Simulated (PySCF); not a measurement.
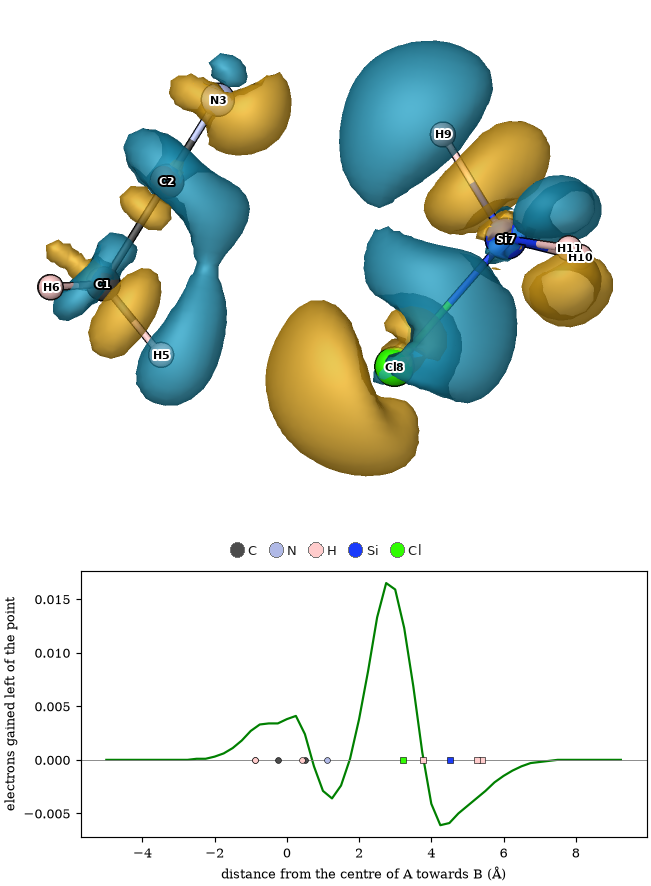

C$_{2}$H$_{6}$ClNSi, SMILES `CC#N.[SiH3]Cl`. Density of the complex less the densities of the two fragments at the same geometry, ±0.002 e/Å³ (yellow: gain, teal: loss). Fragment A: H3C2N (atoms 1–6); fragment B: SiH3Cl. Below: the charge-displacement curve along the line of centres (A on the left).

Level of theory: r2SCAN/def2-TZVP (PySCF), at a geometry from GFN2-xTB. GFN2-xTB bond lengths at metals and heavier atoms can be off by up to 0.1 Å and shapes distorted, which carries into these values.

Cartesian coordinates (Å):

```
C1      -2.6604   -0.7843    0.0032
C2      -2.1470    0.5548   -0.0004
N3      -1.7359    1.6217   -0.0032
H4      -3.2714   -0.9442   -0.8843
H5      -1.8251   -1.4839    0.0015
H6      -3.2664   -0.9412    0.8946
Si7      1.9374    0.6458    0.0019
Cl8      0.9252   -1.0967   -0.0025
H9       0.9685    1.7211   -0.0978
H10      2.8430    0.5971   -1.1422
H11      2.6945    0.6794    1.2493
```

> How is the density rearranged on binding?

Hirshfeld charges show almost no net transfer (under 0.005 e). By Hirshfeld charges, electrons gather most on Cl8 (−0.017 e) and leave H9 most (+0.017 e); 0.07 e is displaced in all, which induces a dipole of 0.30 D.

> What is the interaction energy, and which contacts carry it?

The counterpoise-corrected interaction energy of the frozen fragments is −1.3 kcal/mol without dispersion correction and −2.0 kcal/mol with D3(BJ). The pair geometry is semi-empirical, not a minimum at this level. Contacts: H5···Cl8, weak C–H hydrogen bond, 2.78 Å, ρ = 0.008 a.u.; N3···H9, 2.71 Å, ρ = 0.007 a.u. The pose is a local one from a semi-empirical search, not shown to be the most stable.
